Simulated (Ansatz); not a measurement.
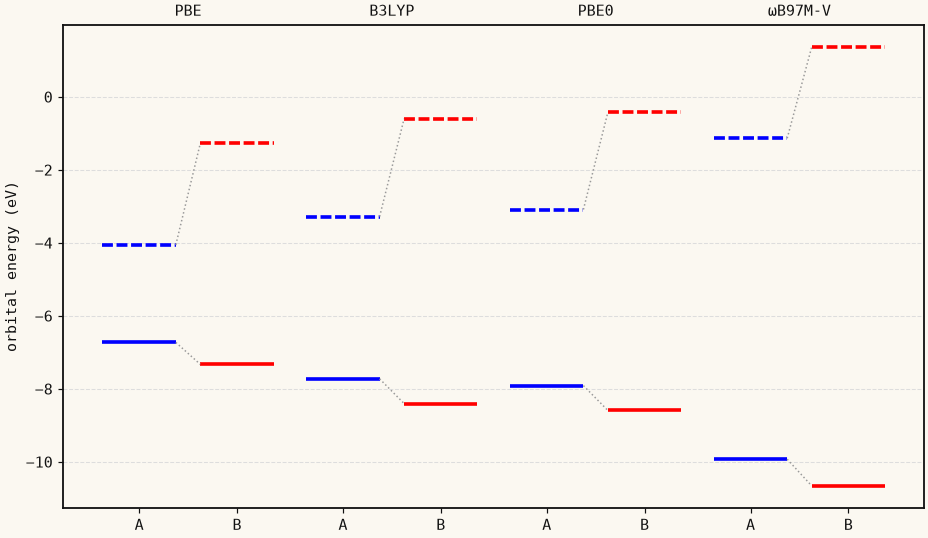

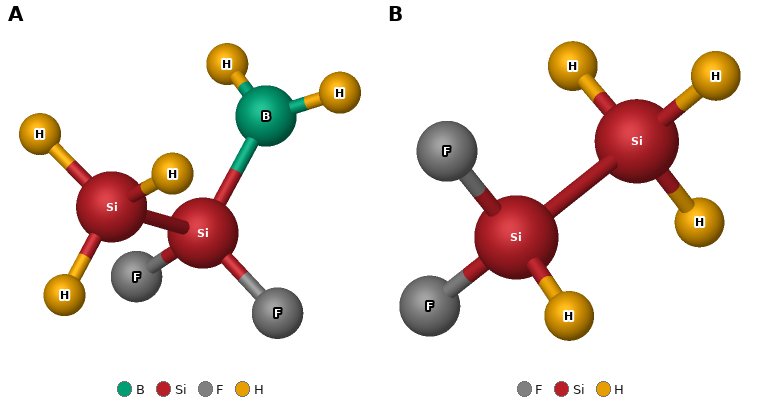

One change: A, BSi₂H₅F₂ (SMILES B[Si](F)(F)[SiH3]), becomes B, Si₂H₄F₂ (SMILES F[SiH](F)[SiH3]). BH₂ on Si is replaced by H. HOMO (solid) and LUMO (dashed) computed in def2-TZVPP at PBE0-D4/def2-TZVP geometries, both minima by their frequencies, gas phase, the Ansatz code. Empty levels above zero depend strongly on the basis.

Q: What does the change do to HOMO and LUMO?

A: PBE: the HOMO falls by 0.60 eV, the LUMO rises by 2.78 eV, and the separation goes from 2.67 to 6.05 eV. B3LYP: the HOMO falls by 0.68 eV, the LUMO rises by 2.68 eV, and the separation goes from 4.45 to 7.80 eV. PBE0: the HOMO falls by 0.68 eV, the LUMO rises by 2.66 eV, and the separation goes from 4.82 to 8.17 eV. ωB97M-V: the HOMO falls by 0.73 eV, the LUMO rises by 2.49 eV, and the separation goes from 8.79 to 12.02 eV.

Q: Do the functionals agree on the effect?

A: They agree on the direction for both levels; the HOMO shift lies between −0.73 and −0.60 eV and the LUMO shift between 2.49 and 2.78 eV, while the separations themselves differ by up to 6.1 eV between functionals.
